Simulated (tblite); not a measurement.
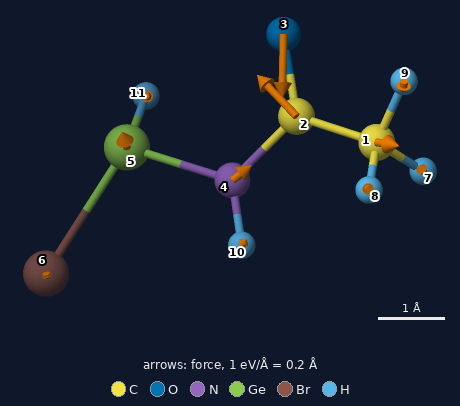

Starting geometry of C2H5BrGeNO (multiplicity 2) with the computed forces as orange arrows. Style: ball-and-stick. Shown at a tilt.

These are results of GFN2-xTB geometry optimisation, gas phase (tblite), not measurements. 

### What follows when this structure is relaxed?

It isn't relaxed: the largest force vector, on O3, is 4.95 eV/Å. The final displacements have little in common with the starting forces (cosine between the two patterns 0.23). After 44 geometry steps the energy has fallen by 0.967 eV. The largest move after the best rigid fit is that of O3, 0.55 Å. Largest moves by element: O 0.55 Å, H 0.52 Å, Ge 0.38 Å, Br 0.34 Å, C 0.22 Å, N 0.15 Å. Among the contacts that change: O3–Ge5 3.088 → 2.375 Å, C2–N4 1.424 → 1.320 Å, N4–Ge5 1.887 → 1.975 Å, Ge5–Br6 2.310 → 2.389 Å. Among the angles between lasting bonds that change: C2–N4–Ge5 120.7° → 100.0°, Ge5–N4–H10 118.3° → 138.8°, N4–Ge5–H11 110.9° → 96.2°. Groups turn about N4–Ge5 by about 20°.
